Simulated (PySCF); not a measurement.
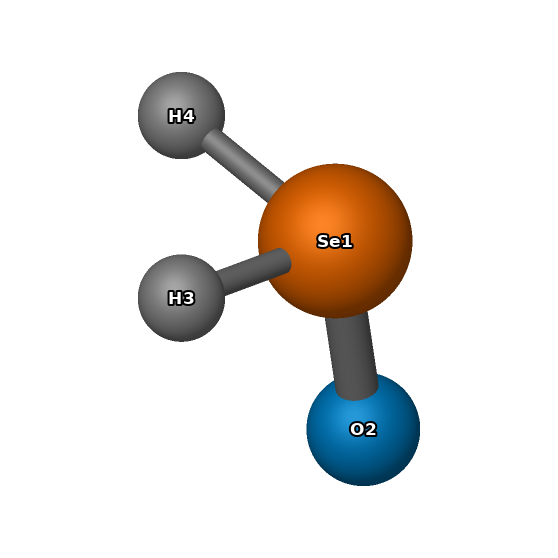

The thickness of each stick grows with its Mayer bond order. Computed geometry: PBE0/def2-TZVP optimisation. Level of theory: PBE0/def2-TZVP (PySCF 2.14.0).

List the Mayer bond orders of Se1–O2, Se1–H3 (one bond of each equivalent set).

| bond | Mayer order | length (Å) |
| --- | --- | --- |
| Se1–O2 | 1.65 | 1.636 |
| Se1–H3 | 0.89 | 1.513 |
